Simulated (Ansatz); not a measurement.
# Ni3GeC (Pm-3m): following an unstable mode

Aim: this structure of Ni3GeC (Pm-3m) is to be tested for unstable modes, and one is followed downhill.

Program: Ansatz 0.2.0. Level of theory: DFT PBEsol, scalar-relativistic, plane waves, PAW; PAW set soft_1. Results are calculated unless marked as measured.

### Step 1. The structure

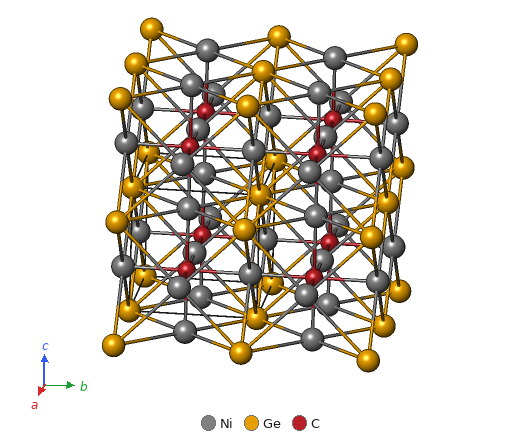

Start, viewed slightly off an axis; nickel grey, germanium orange, carbon red. 2×2×2 cells are drawn. Some periodic images of atoms are drawn too.

### Step 2. Response at finite wavevector

The cell comes from relaxations at this level that are not shown. Stability and thermal properties need the whole zone. Linear response on a 2×2×2 q mesh gives force constants as far as a supercell of that size would.

Contents of input.yaml:

```yaml
crystal:
  lattice:
    - [3.761644871, 0.0, 0.0]
    - [0.0, 3.761644871, 0.0]
    - [0.0, 0.0, 3.761644871]
  atoms:
    - { symbol: Ni, position: [0.0, 0.5, 0.5] }
    - { symbol: Ni, position: [0.5, 0.5, 0.0] }
    - { symbol: Ni, position: [0.5, 0.0, 0.5] }
    - { symbol: Ge, position: [0.0, 0.0, 0.0] }
    - { symbol: C, position: [0.5, 0.5, 0.5] }
kpoints:
  mp_grid: { grid: [12, 12, 12] }
hamiltonian:
  xc: pbesol
  pseudopotentials: { kind: paw, azcp: { folder: soft_1 }, xc_functional: pbe }
scf:
  occupations: { method: methfessel_paxton, width: 0.2 }
output:
  eigenvalues: true
phonons:
  method: dfpt
  qmesh: [2, 2, 2]
  temperatures: { t_max: 1000, t_step: 50 }
  qpath:
    path:
      - [[0.0, 0.0, 0.0], [0.0, 0.5, 0.0], [0.5, 0.5, 0.0], [0.0, 0.0, 0.0], [0.5, 0.5, 0.5], [0.0, 0.5, 0.0]]
      - [[0.5, 0.5, 0.5], [0.5, 0.5, 0.0]]
    npoints: 10
```

Launch:

```sh
$ ansatz run input.yaml --threads 4 --pin off --max-ram 10240MiB --backend cpu --events-out ev --progress --plain --runs-dir out
```

Numbers of over 12 decimals in the logs are rounded to 6 here.

Log:

```text
Engine: ansatz 0.2.0, aarch64-unknown-linux-gnu
Pseudopotentials: kind: paw
Pseudopotential: Ni, paw, valence charge 18, recommended cutoff 420 eV (normal), soft_1/Ni.paw.azcp
Pseudopotential: Ge, paw, valence charge 14, recommended cutoff 420 eV (normal), soft_1/Ge.paw.azcp
Pseudopotential: C, paw, valence charge 4, recommended cutoff 420 eV (normal), soft_1/C.paw.azcp
Functional definition: PBEsol
  exchange = pbesol_x
  correlation = pbesol_c
Crystal: 5 atoms, lattice volume = 53.227 Å³
Basis set: ecut = 420 eV, 1021 PW (Γ), exchange–correlation on 54×54×54 points (8 copies of the dense FFT grid, shifted against one another)
Bands: 44, of which v1, the nominal top of the filled ones, is band 36 counted from 1 (35 counted from 0)
Symmetry: 48 space group operations
k-points: 84 of 1728
Non-local potential: Ni, projectors of the file, l = 0: 3, l = 1: 2, l = 2: 3, l = 3: 1
Non-local potential: Ge, projectors of the file, l = 0: 2, l = 1: 2, l = 2: 3, l = 3: 1
Non-local potential: C, projectors of the file, l = 0: 2, l = 1: 2, l = 2: 1
PAW form: soft (Blöchl's): semilocal exchange-correlation on the pseudo side does not see the compensation charge
PAW frozen core: Ni, regenerated for the run's functional, and the local potential with it (the file was generated under x = pbe(κ = 0.804, μ = 0.219515), c = pbe(β = 0.066725))
PAW frozen core: Ge, regenerated for the run's functional, and the local potential with it (the file was generated under x = pbe(κ = 0.804, μ = 0.219515), c = pbe(β = 0.066725))
PAW frozen core: C, regenerated for the run's functional, and the local potential with it (the file was generated under x = pbe(κ = 0.804, μ = 0.219515), c = pbe(β = 0.066725))
PAW one-centre angular grid: Ni, 590 points (default); XC on 64 Gauss nodes
PAW one-centre angular grid: Ge, 590 points (default); XC on 64 Gauss nodes
PAW one-centre angular grid: C, 110 points (default); XC on 64 Gauss nodes
Initial density: superposition of atomic densities (chi_scale 0.1, normalization cell, long waves kept (reshape's long-wave potential 0.00 eV rms))
Initial wavefunctions: pseudopotential atomic-orbital guess
Functional: x = pbesol(κ = 0.804, μ = 0.123457), c = pbesol(β = 0.046)
SCF iter   1: F=—  HF=-21916.867667 eV  |F-HF|=—  |Δ(HF+E_count)|=         —  Δρ=1.14e-1  dr2=8.55e0  ethr=3.10e-3  ⟨swp⟩=5.5  Hψ=11873  notcnv=0
preconditioner: auto → Kerker (q_TF=auto, 2.869 Å⁻¹)  [metal: Δε(μ)=0.026 eV  Ē_g=12.663 eV  σ=0.200 eV  W_gap=0.11  n_scr=18 (ndim 8)  ℏωp=35.3 eV  f_vac=0.000  D(μ)=1.97/eV (n_scr^D=18)]
SCF iter   2: F=—  HF=-21915.555924 eV  |F-HF|=—  |Δ(HF+E_count)|=    1.31e0  S|Δr|=    0.00e0  Δρ=4.53e-2  dr2=2.19e0  ethr=3.10e-3  ⟨swp⟩=2.9  Hψ=6390  notcnv=0  defer=145
SCF iter   3: F=—  HF=-21915.051452 eV  |F-HF|=—  |Δ(HF+E_count)|=   5.04e-1  S|Δr|=    0.00e0  Δρ=1.73e-2  dr2=4.37e-1  ethr=3.04e-3  ⟨swp⟩=2.0  Hψ=4483  notcnv=0  defer=144
SCF iter   4: F=—  HF=-21914.960180 eV  |F-HF|=—  |Δ(HF+E_count)|=   9.13e-2  S|Δr|=    0.00e0  Δρ=6.96e-3  dr2=1.89e-2  ethr=6.07e-4  ⟨swp⟩=2.0  Hψ=5196  notcnv=0  defer=143
SCF iter   5: F=—  HF=-21914.959253 eV  |F-HF|=—  |Δ(HF+E_count)|=   9.27e-4  S|Δr|=    0.00e0  Δρ=2.67e-3  dr2=3.47e-3  ethr=2.63e-5  ⟨swp⟩=2.1  Hψ=4719  notcnv=0  defer=143
SCF iter   6: F=—  HF=-21914.956195 eV  |F-HF|=—  |Δ(HF+E_count)|=   3.06e-3  S|Δr|=    0.00e0  Δρ=8.77e-4  dr2=1.71e-4  ethr=4.81e-6  ⟨swp⟩=2.0  Hψ=5615  notcnv=0  defer=143
SCF iter   7: F=—  HF=-21914.956330 eV  |F-HF|=—  |Δ(HF+E_count)|=   1.35e-4  S|Δr|=    0.00e0  Δρ=3.18e-4  dr2=3.85e-5  ethr=2.38e-7  ⟨swp⟩=2.0  Hψ=6598  notcnv=0  defer=143
SCF iter   8: F=—  HF=-21914.956355 eV  |F-HF|=—  |Δ(HF+E_count)|=   2.50e-5  S|Δr|=    0.00e0  Δρ=6.71e-5  dr2=2.08e-6  ethr=5.34e-8  ⟨swp⟩=2.2  Hψ=5214  notcnv=0  defer=143
SCF iter   9: F=—  HF=-21914.956347 eV  |F-HF|=—  |Δ(HF+E_count)|=   7.34e-6  S|Δr|=    0.00e0  Δρ=2.28e-5  dr2=2.32e-7  ethr=2.89e-9  ⟨swp⟩=2.0  Hψ=5607  notcnv=0  defer=143
SCF iter  10: F=—  HF=-21914.956347 eV  |F-HF|=—  |Δ(HF+E_count)|=   3.97e-8  S|Δr|=    0.00e0  Δρ=3.92e-6  dr2=8.41e-9  ethr=3.23e-10  ⟨swp⟩=2.2  Hψ=5053  notcnv=0  defer=143
SCF iter  11: F=—  HF=-21914.956347 eV  |F-HF|=—  |Δ(HF+E_count)|=   4.59e-9  S|Δr|=    0.00e0  Δρ=1.06e-6  dr2=4.00e-10  ethr=1.17e-11  ⟨swp⟩=2.0  Hψ=6283  notcnv=0  defer=143
SCF iter  12: F=—  HF=-21914.956347 eV  |F-HF|=—  |Δ(HF+E_count)|=  1.06e-10  S|Δr|=    0.00e0  Δρ=3.41e-7  dr2=3.01e-11  ethr=1.00e-12  ⟨swp⟩=2.3  Hψ=5588  notcnv=0  defer=143
SCF iter  13: F=-21914.956347 eV  HF=-21914.956347 eV  |F-HF|=3.64e-12  |Δ(HF+E_count)|=    0.00e0  S|Δr|=    0.00e0  Δρ=6.36e-8  dr2=1.00e-12  ethr=1.00e-12  ⟨swp⟩=11.5  Hψ=19701  notcnv=0
SCF 1 converged in 13 iterations: F = -21914.956347 eV  dr2 = 1.00e-12
  greatest PAW one-centre occupation: 1.001 electrons in one spin orbital (limit 2), on the Ni atom at site 2 (counted from 0), in its partial waves of l = 1
Initial density: read from a saved state, or passed on in memory by an earlier SCF of this step, an earlier step, the calling program or the single point that the run made first
iter 1 solved again at ethr=4.83e-8 eV; its pass at ethr=3.10e-3 eV (dr2=3.48e-5 eV) is discarded
SCF iter   1: F=—  HF=-21914.956354 eV  |F-HF|=—  |Δ(HF+E_count)|=         —  Δρ=5.06e-7  dr2=6.98e-11  ethr=4.83e-8  ⟨swp⟩=3.2  Hψ=22848  notcnv=0
eigensolver tolerance schedule: the retry pair's looser diagonalisation over-reported the residual by 498472.82 of it (diagonalisation noise at an unbounded share of the residual, at the tolerance the schedule requests for it); recorded, not acted on — ethr = c·dr2/N_el stays at c = 1.0e-1
preconditioner: auto → Kerker (q_TF=auto, 2.869 Å⁻¹)  [metal: Δε(μ)=0.021 eV  Ē_g=12.874 eV  σ=0.200 eV  W_gap=0.09  n_scr=18 (ndim 8)  ℏωp=35.3 eV  f_vac=0.000  D(μ)=4.02/eV (n_scr^D=32)]
SCF iter   2: F=—  HF=-21914.956347 eV  |F-HF|=—  |Δ(HF+E_count)|=   6.45e-6  S|Δr|=    0.00e0  Δρ=3.53e-7  dr2=3.52e-11  ethr=1.00e-12  ⟨swp⟩=3.7  Hψ=10204  notcnv=0
SCF iter   3: F=—  HF=-21914.956347 eV  |F-HF|=—  |Δ(HF+E_count)|=  7.28e-12  S|Δr|=    0.00e0  Δρ=1.89e-7  dr2=1.05e-11  ethr=1.00e-12  ⟨swp⟩=1.0  Hψ=3696  notcnv=0
SCF iter   4: F=-21914.956347 eV  HF=-21914.956347 eV  |F-HF|=3.64e-12  |Δ(HF+E_count)|=  3.64e-12  S|Δr|=    0.00e0  Δρ=7.26e-8  dr2=1.72e-12  ethr=1.00e-12  ⟨swp⟩=4.1  Hψ=9688  notcnv=0
SCF 2 converged in 4 iterations: F = -21914.956347 eV  dr2 = 1.72e-12
  greatest PAW one-centre occupation: 1.001 electrons in one spin orbital (limit 2), on the Ni atom at site 0 (counted from 0), in its partial waves of l = 1
phonons: the bands overlap, so this run is a metal and interpolates without the dipole-dipole term. If the crystal is really an insulator or semiconductor, its LO-TO splitting is missing
NSCF: frozen V_eff on 84 k-points
WARN: eigensolver did not converge (k=0): 1 band(s) unlocked after 20 sweeps at ethr=1.15e-12 eV (storage-precision floor; scheduled 1.00e-12 eV) (lowest unlocked band 43, counted from 0; max residual 5.13e-6 eV among the unlocked bands, 5.13e-6 eV over every band; other slots of this pass that fall short are told together in one closing line; warning suppressed until the next SCF loop or pass starts)
WARN: eigensolver did not converge in 3 slots of this pass, the one above among them; of largest residual over every band (k=1): 1 band(s) unlocked (lowest unlocked band 43, counted from 0; max residual 5.34e-3 eV among the unlocked bands, 5.34e-3 eV over every band); of lowest unlocked band (k=0): band 43
NSCF: frozen V_eff on 343 k-points
DFPT response loops at q = (0, 0, 0) (fractional): preconditioner auto → Kerker (q_TF=auto, 2.869 Å⁻¹) (partly filled bands, converged f_vac=0.000); β = 1.00, the filter's whole step (`scf.mixing.beta` (0.50) is not read by the response loops under this deck's `scf.mixing.preconditioner`; to damp them name `kerker` or `kerker_dos`, under which they read `scf.mixing.beta`, and type it under 1.00, their step now; both keys bind the ground state too); Broyden in place of MSR1
NSCF: frozen V_eff on 686 k-points
DFPT response loops at q = (0, 0, -0.5) (fractional): mixed as the last ones told, above
NSCF: frozen V_eff on 686 k-points
DFPT response loops at q = (0, -0.5, -0.5) (fractional): mixed as the last ones told, above
NSCF: frozen V_eff on 686 k-points
DFPT response loops at q = (-0.5, -0.5, -0.5) (fractional): mixed as the last ones told, above
SCF converged after 13 iterations
Stability not checked: this state was not tested for a lower state beside it, because cold or Methfessel-Paxton smearing, or corrected tetrahedra, fill the levels in a way that the test cannot read (fill_not_monotonic; see scf.lower_state_search)
Free energy (F): -21914.956347 eV
Harris-Foulkes:  -21914.956347 eV  (|F-HF|=3.64e-12)
Internal energy: -21914.951856 eV  (E = F + TS)
E sigma→0 (E₀):  -21914.955224 eV
Entropy (-TS):   -0.004491 eV (-0.898 meV/atom)
Fermi energy:    16.804161 eV
--- Per-component energies (eV) ---
  E_band       = -953.900227
  E_kinetic    = 1205.801852
  E_local      = -10784.648979  (includes V_loc(G=0)·N_el)
  E_nonlocal   = -100.557124
  E_hartree    = 5691.738882
  E_xc         = -456.325191
  E_vxc        = -561.811520  (∫ρ·V_xc dr)
  E_paw        = -6938.143766  (= ΣΔE_a)
  E_vpaw       = -2096.164535  (= ΣTr[D̂ρ^β])
  E_aug_tail   = 0.002382  (compensation charges beyond the density's cutoff)
  E_ewald      = -10534.350818
  E_core_change = 1.530906  (= ΣΔE_core)
  E_smearing   = -0.004491  (= −TS)
  E_closure    = -0.000000  (closes the sum)
  Σ components = -21914.956347   (vs F -21914.956347, Δ=0.00e0)
--- Band table (eV; the first three rows and the last of 84) ---
  k-point 0: bands = [... 32 lower, 15.8330, 15.8330, 15.8330, 16.0839, 17.4463, 18.2762, 18.2762, 18.2762, ... 4 higher]
  k-point 1: bands = [... 32 lower, 15.8331, 15.8683, 15.8683, 16.0579, 17.3047, 18.3540, 18.3540, 18.4616, ... 4 higher]
  k-point 2: bands = [... 32 lower, 15.8333, 15.9807, 15.9886, 15.9886, 17.1997, 18.5548, 18.5548, 18.7106, ... 4 higher]
  k-point 83: bands = [... 32 lower, 15.3807, 15.8734, 15.8734, 15.8734, 16.4276, 17.7892, 17.7892, 17.7892, ... 4 higher]
--- Phonons (Γ-DFPT): 4 representative perturbations + reference (Σ response iterations 14) ---
  ASR residual: 4.504e-5 → 0.000e0 eV/Å²; symmetrization residual: 3.370e-6 eV/Å²
  ASR residual per site (eV/Å²): 4.50e-5 4.50e-5 4.50e-5 7.74e-6 8.81e-6
  Γ frequencies (cm⁻¹): -92.66 -92.66 -92.66 0.00 0.00 0.00 96.15 96.15 96.15 123.55 123.55 123.55 601.15 601.15 601.15
--- Phonons (arbitrary-q DFPT): 4 irreducible q on the 2×2×2 mesh ---
  q = [0.0000, 0.0000, 0.0000] (star 1, of the zone-centre solve; hermiticity 3.93e-7, symmetrization 3.73e-12): -92.66 -92.66 -92.66 -0.00 -0.00 0.00 96.15 96.15 96.15 123.55 123.55 123.55 601.15 601.15 601.15
  q = [0.0000, 0.0000, -0.5000] (star 3, 9 solved perturbations in 2646 linear systems a pass and spin channel, the states on 343 of 1728 k-point pairs; hermiticity 3.29e-7, symmetrization 1.23e-12): -129.74 -76.03 -66.56 -66.56 -61.15 -61.15 113.24 113.24 142.56 142.56 152.79 274.39 608.47 608.47 698.62
  q = [0.0000, -0.5000, -0.5000] (star 3, 9 solved perturbations in 2646 linear systems a pass and spin channel, the states on 343 of 1728 k-point pairs; hermiticity 3.20e-7, symmetrization 3.17e-13): -114.86 -106.63 -106.63 -98.91 -98.91 -68.65 114.98 129.31 132.11 132.11 231.42 295.61 620.72 722.58 722.58
  q = [-0.5000, -0.5000, -0.5000] (star 1, 4 solved perturbations in 931 linear systems a pass and spin channel, the states on 343 of 1728 k-point pairs; hermiticity 4.59e-7, symmetrization 4.95e-12): -70.17 -70.17 -70.17 48.08 48.08 48.08 129.68 129.68 129.68 237.12 237.12 357.90 720.74 720.74 720.74
  sum rule: each row above includes the acoustic sum rule's correction from the zone centre's row sums; it moved no ω² by more than (0.46 cm⁻¹)²
  mesh force constants: q→R imaginary residual 5.43e-18; ASR residual 4.504e-5 → 0.000e0 eV/Å²; symmetrization residual 1.776e-14 eV/Å²
  interpolated dispersion: 62 rows × 15 modes
  density of states and harmonic sums: on the 16×16×16 q-mesh, interpolated from the force constants of a 2×2×2 supercell (no non-analytic term)
  largest difference from the sums on the solved wave vectors: F 5.95e-2 eV, S 7.79e-5 and C_V 3.00e-5 eV/K
  zero-point energy: 0.185921 eV/cell   skipped modes (ω ≤ 0): 940, of them read as no rigid motion or as one in doubt: 937 (5.837e0 modes/cell left out, lowest -129.74 cm⁻¹)   left out of the sums: 3.89e-1 of the cell's modes: C_V's classical limit lies that fraction below 3 k_B per atom; for a crystal, a wire or a layer, F and S can be off by more, and a phonons.interpolated_qmesh denser along its periods is the remedy for the sampling
```

The job ended after 11 min (4 threads of Arm Neoverse V2, shared host; peak memory 2.3 GiB).

This run has no spin polarisation, although Ni can carry a moment.

This step gave:

| Item | Value |
| --- | --- |
| volume per atom | 10.65 Å³ |
| gap on the k-mesh | 0 eV |
| sum-rule residual before enforcement | 4.50e-5 eV/Å² |
| lowest frequency on the path | -129.7 cm⁻¹ |
| point group | m-3m |
| highest frequency on the path or at a solved wavevector | 722.6 cm⁻¹ |
| highest optical mode at the zone centre (no LO-TO term) | 601.1 cm⁻¹ |
| lowest optical zone-centre mode | -92.66 cm⁻¹ |
| lowest mode on the q mesh (acoustic modes at Γ apart) | -129.7 cm⁻¹ |

Frequencies (cm⁻¹) solved at each irreducible wavevector; negative means imaginary. Frequencies by wavevector, by row:

```csv
q in reciprocal lattice units,star,mode 1,mode 2,mode 3,mode 4,mode 13,mode 14,mode 15
0 0 0,1,-92.7,-92.7,-92.7,0,601.1,601.1,601.1
0 0 -0.5,3,-129.7,-76,-66.6,-66.6,608.5,608.5,698.6
0 -0.5 -0.5,3,-114.9,-106.6,-106.6,-98.9,620.7,722.6,722.6
-0.5 -0.5 -0.5,1,-70.2,-70.2,-70.2,48.1,720.7,720.7,720.7
```

Interpolated from a 2×2×2 q mesh, rough between the solved points. The phonon branches at the labelled points (cm⁻¹):

```csv
point,branch 1,branch 2,branch 3,branch 4,branch 12,branch 13,branch 14,branch 15
Γ,-93,-93,-93,0,124,601,601,601
X,-130,-76,-67,-67,274,608,608,699
M,-115,-107,-107,-99,296,621,723,723
Γ,-93,-93,-93,0,124,601,601,601
R,-70,-70,-70,48,358,721,721,721
X,-130,-76,-67,-67,274,608,608,699
jump to R,-70,-70,-70,48,358,721,721,721
M,-115,-107,-107,-99,296,621,723,723
```

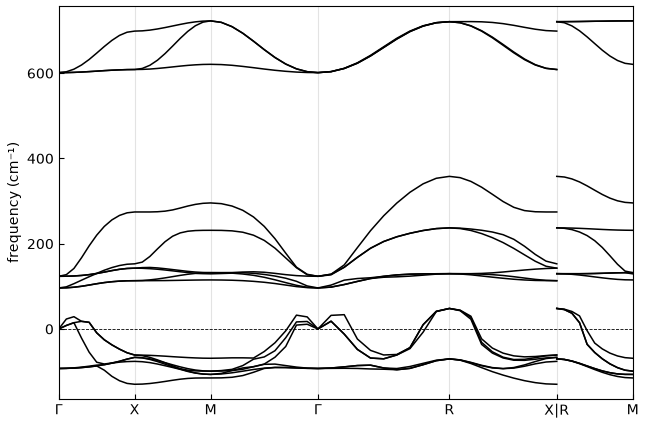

Phonon branches along the path.

Symmetry leaves 4 wavevectors to solve. The lowest mode among them, the acoustic zeros apart, lies at q = (0, 0, -0.5) and is imaginary, 129.7i cm⁻¹, so the energy falls along it.

### Step 3. The mode frozen in, largest atomic shift 0 Å

The mode followed lies at q = (0, -0.5, -0.5) with frequency 114.9i cm⁻¹, one of the unstable modes though not the softest. At small amplitude the distorted cell has space group no. 127 by a symmetry search on the positions. The undistorted cell that holds it gives the zero of energy on the same k mesh.

System of this step: Ni3GeC. The structure is cubic, space group Pm-3m (No. 221). The conventional cell has a = 3.762 Å, b = 3.762 Å, c = 3.762 Å, α = 90.00°, β = 90.00°, γ = 90.00°. Nearest to Ni lie 2 C at 1.88 Å and 8 Ni at 2.66 Å and 4 Ge at 2.66 Å. Nearest to Ni lie 2 C at 1.88 Å and 4 Ge at 2.66 Å and 8 Ni at 2.66 Å. Nearest to Ge lie 12 Ni at 2.66 Å. C has 6 Ni at 1.88 Å nearest. Farther neighbours are not listed.

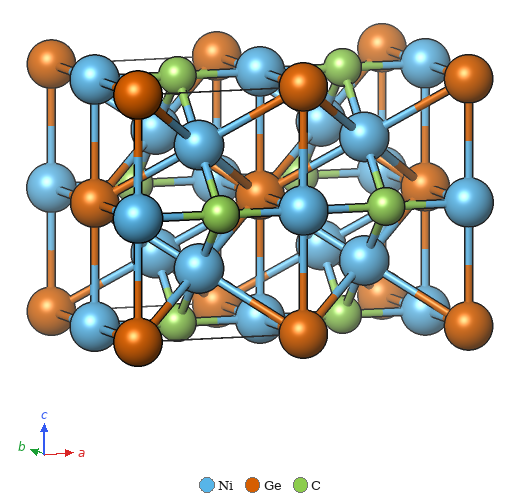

The cell of this step (nickel blue, germanium orange, carbon green). 2×1×1 cells are drawn. Some periodic images of atoms are drawn too.

Contents of input.yaml:

```yaml
crystal:
  lattice:
    - [-3.761644871, 0.0, 0.0]
    - [0.0, -3.761644871, -3.761644871]
    - [0.0, -3.761644871, 3.761644871]
  atoms:
    - { symbol: Ni, position: [1.0, 1.0, 0.5] }
    - { symbol: Ni, position: [1.0, 0.5, 0.0] }
    - { symbol: Ni, position: [0.5, 0.25, 0.25] }
    - { symbol: Ni, position: [0.5, 0.75, 0.75] }
    - { symbol: Ni, position: [0.5, 0.25, 0.75] }
    - { symbol: Ni, position: [0.5, 0.75, 0.25] }
    - { symbol: Ge, position: [0.0, 0.5, 0.5] }
    - { symbol: Ge, position: [0.0, 0.0, 0.0] }
    - { symbol: C, position: [0.5, 1.0, 0.5] }
    - { symbol: C, position: [0.5, 0.5, 0.0] }
kpoints:
  mp_grid: { grid: [10, 8, 8] }
hamiltonian:
  xc: pbesol
  pseudopotentials: { kind: paw, azcp: { folder: soft_1 }, xc_functional: pbe }
scf:
  occupations: { method: methfessel_paxton, width: 0.2 }
output:
  forces: true
  stress: true
  eigenvalues: true
```

Log:

```text
[...]
Crystal: 10 atoms, lattice volume = 106.454 Å³
Basis set: ecut = 420 eV, 2077 PW (Γ), exchange–correlation on 54×72×72 points (8 copies of the dense FFT grid, shifted against one another)
Bands: 87, of which v1, the nominal top of the filled ones, is band 72 counted from 1 (71 counted from 0)
Symmetry: 32 space group operations
[...]
k-points: 90 of 640
[...]
k-point 0: bands = [... 68 lower, 15.8332, 16.0850, 16.2511, 16.2511, 17.4460, 17.9085, 18.2757, 18.2757, ... 11 higher]
  k-point 1: bands = [... 68 lower, 15.8913, 16.0583, 16.2505, 16.3000, 17.2659, 17.8218, 18.3644, 18.3869, ... 11 higher]
  k-point 2: bands = [... 68 lower, 16.0450, 16.0806, 16.2466, 16.4390, 17.0133, 17.5743, 18.6026, 18.7030, ... 11 higher]
  k-point 89: bands = [... 68 lower, 16.2506, 16.2506, 16.2509, 16.2509, 17.9082, 17.9082, 20.7302, 20.7302, ... 11 higher]
[key lines of the parts left out:]
SCF converged after 10 iterations
Free energy (F): -43829.914378 eV
Fermi energy:    16.802370 eV
P = ⅓ Tr σ = -0.0241 GPa (-0.241 kbar)
```

Run time: 15 s. Hardware: 4 threads; peak memory 0.93 GiB.

This step gave:

```
pressure                         : -0.02408 GPa
energy from the undistorted cell : 0 meV/atom
```

The run ends at a pressure of -0.02 GPa.

### Step 4. The mode frozen in, largest atomic shift 0.45 Å

The atoms are moved along the unstable eigenvector, the largest shift by 0.45 Å, with the cell fixed.

input.yaml, the sections that differ from step 3:

```yaml
crystal:
  lattice:
    - [-3.761644871, 0.0, 0.0]
    - [0.0, -3.761644871, -3.761644871]
    - [0.0, -3.761644871, 3.761644871]
  atoms:
    - { symbol: Ni, position: [1.0, 1.0, 0.5] }
    - { symbol: Ni, position: [1.0, 0.5, 0.0] }
    - { symbol: Ni, position: [0.5, 0.1901857412, 0.1901857412] }
    - { symbol: Ni, position: [0.5, 0.8098142588, 0.8098142588] }
    - { symbol: Ni, position: [0.5, 0.3098142588, 0.6901857412] }
    - { symbol: Ni, position: [0.5, 0.6901857412, 0.3098142588] }
    - { symbol: Ge, position: [0.0, 0.5, 0.5] }
    - { symbol: Ge, position: [0.0, 0.0, 0.0] }
    - { symbol: C, position: [0.5, 1.0, 0.5] }
    - { symbol: C, position: [0.5, 0.5, 0.0] }
# kpoints, hamiltonian, scf, output: as in step 3
```

Log:

```text
[...]
Crystal: 10 atoms, lattice volume = 106.454 Å³
Basis set: ecut = 420 eV, 2077 PW (Γ), exchange–correlation on 54×72×72 points (8 copies of the dense FFT grid, shifted against one another)
Bands: 87, of which v1, the nominal top of the filled ones, is band 72 counted from 1 (71 counted from 0)
Symmetry: 16 space group operations
[...]
k-points: 90 of 640
[...]
k-point 0: bands = [... 68 lower, 15.6747, 15.7406, 16.5548, 16.5548, 17.3351, 17.4824, 18.5569, 18.5569, ... 11 higher]
  k-point 1: bands = [... 68 lower, 15.7267, 15.7318, 16.4401, 16.5275, 17.4122, 17.4283, 18.6095, 18.6203, ... 11 higher]
  k-point 2: bands = [... 68 lower, 15.8646, 15.8944, 16.2532, 16.5618, 17.2083, 17.5313, 18.7396, 18.7730, ... 11 higher]
  k-point 89: bands = [... 68 lower, 15.9601, 15.9601, 16.1427, 16.1427, 17.8649, 17.8649, 19.9959, 19.9959, ... 11 higher]
[key lines of the parts left out:]
SCF converged after 11 iterations
Free energy (F): -43830.304610 eV
Fermi energy:    16.852193 eV
P = ⅓ Tr σ = -1.4332 GPa (-14.332 kbar)
```

The job ended after 16 s (4 threads; peak memory 0.94 GiB; 61 s of CPU time).

Numbers from this step:

```
pressure                         : -1.433 GPa
energy from the undistorted cell : -39.61 meV/atom
```

The energy, extrapolated to zero smearing, is -39.61 meV/atom against the undistorted cell.

The run ends at a pressure of -1.43 GPa, with forces up to 0.25 eV/Å.

[end of part 1 of 3]

[Logs are printed without paths, hosts, clocks, repeated set-up lines and the standing remarks that a program may print on its own settings, such as how far it seeks lower states.]

[Hosts, paths, dates, database ids (printed as entryN), source tags and the programs' standing remarks are cut or masked in the printed files.]
